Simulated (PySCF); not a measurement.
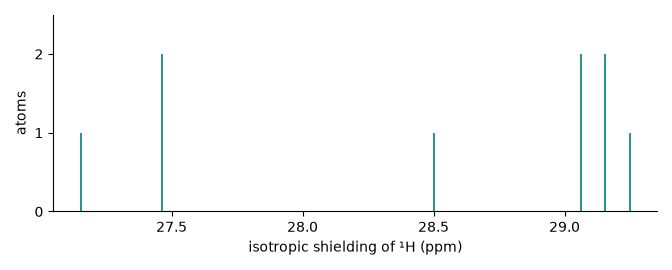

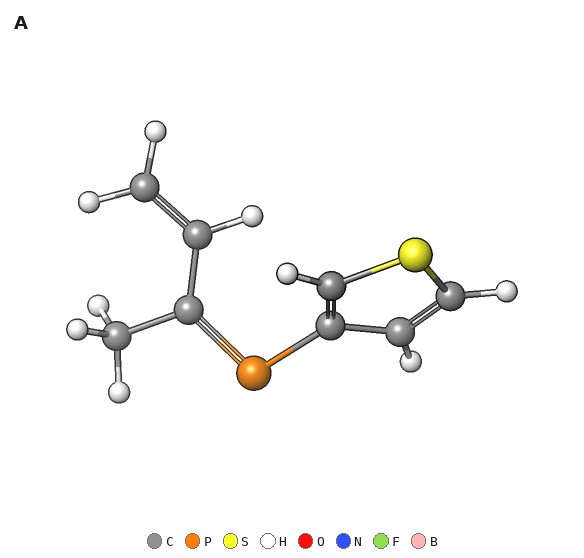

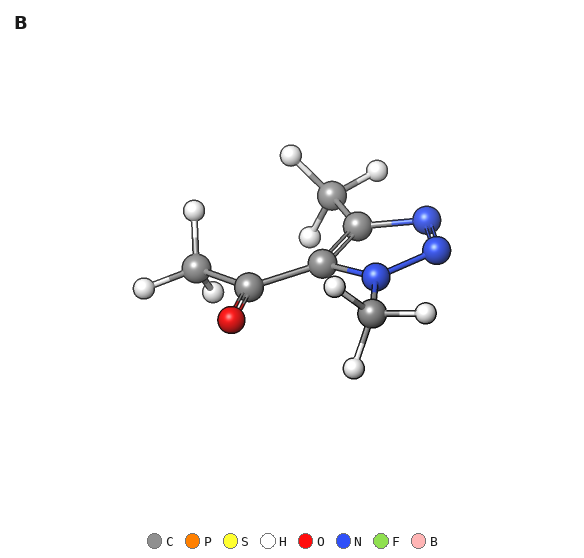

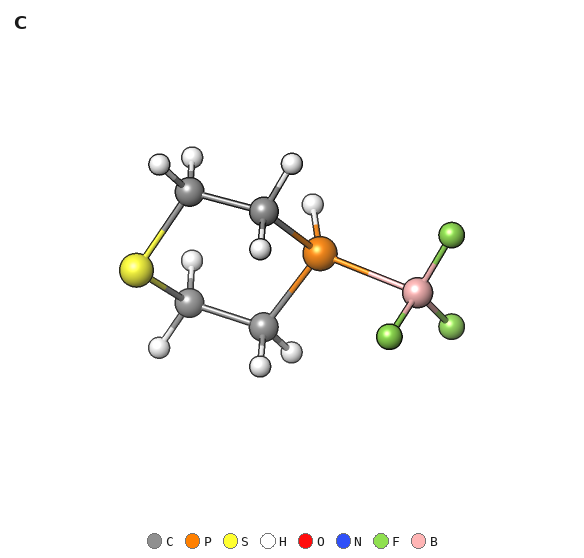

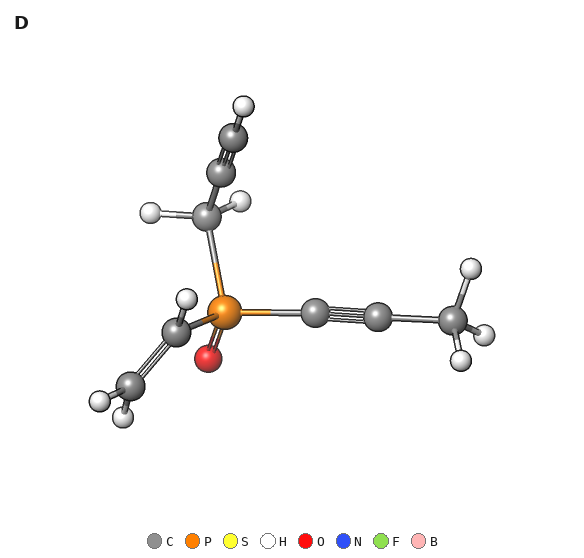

The sticks are computed shieldings of one of the molecules, for one fixed geometry (GFN2-xTB) without averaging over rotations. Low shielding means a high chemical shift. Method: GIAO PBE0/pcSseg-1 NMR shielding, non-relativistic, gas phase (PySCF 2.14.0).

Question: Match the spectrum to a structure.

Answer: B, `CC(=O)c1c(C)nnn1C`. Its 9 H atoms give lines at 27.15, 27.46 (2 atoms), 28.50, 29.06 (2 atoms), 29.16 (2 atoms), 29.25 ppm.

The geometry is semi-empirical. Around B, P such bond lengths and angles can be off by a tenth of an ångström or more and by several degrees, and values that hang on the shape move with them.
